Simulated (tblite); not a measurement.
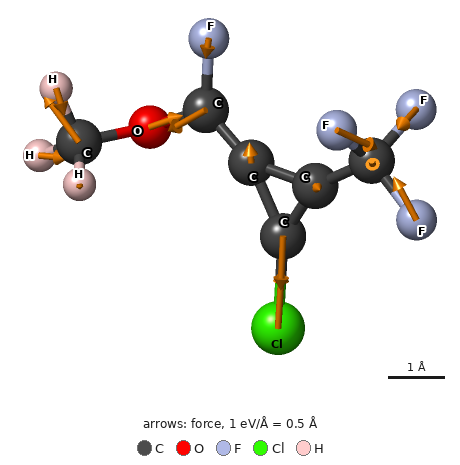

Starting geometry of C₆H₃ClF₄O with the computed forces as orange arrows. The picture is a ball-and-stick view, seen at a tilt.

Theory: GFN2-xTB geometry optimisation, gas phase (tblite). 

Q: Is this structure relaxed? If not, where do the atoms go?

A: It isn't relaxed: the largest force vector, on the Cl atom, is 2.29 eV/Å. The final displacements have little in common with the starting forces (cosine between the two patterns 0.16). The largest move after the best rigid fit is that of an H atom, 0.67 Å. By element the largest moves are H 0.67 Å, F 0.57 Å, Cl 0.44 Å, C 0.42 Å, O 0.40 Å. Among the contacts that change: C–Cl 1.763 → 1.648 Å, C–O 1.410 → 1.343 Å, C–H 1.140 → 1.092 Å, C–F 1.384 → 1.341 Å. Among the angles between lasting bonds that change: O–C–C 118.9° → 125.3°, H–C–H 103.4° → 109.8°, F–C–F 112.3° → 106.9°. Groups turn about C–O by about 35°. After 99 geometry steps the energy has fallen by 14.8 kcal/mol. Cost: 0.7 s on 1 thread of Arm Neoverse V2, on a shared host.
